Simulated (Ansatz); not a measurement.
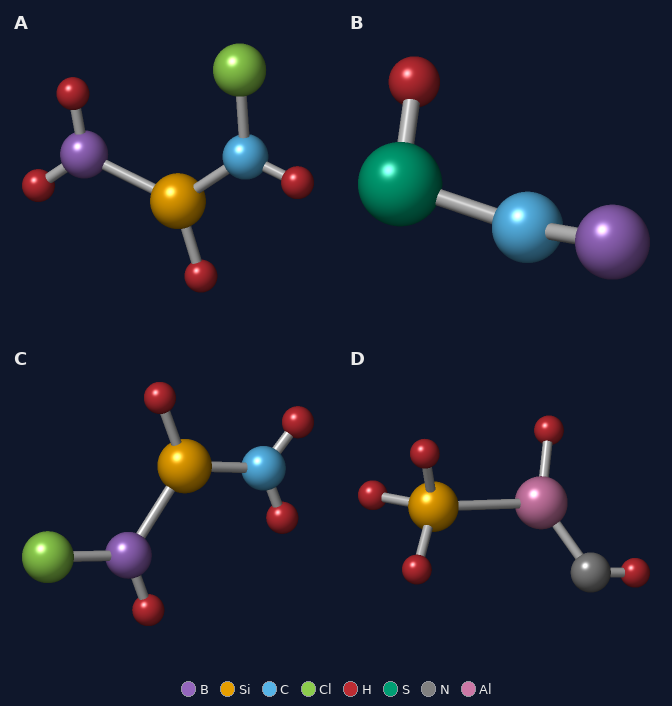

Source: calculation with Ansatz.

Which panel belongs to which SMILES?
(1) C=[SiH]BCl
(2) B#CS
(3) B/[SiH]=C\Cl
(4) [NH-][AlH][SiH3]

A is (3), B is (2), C is (1), D is (4).
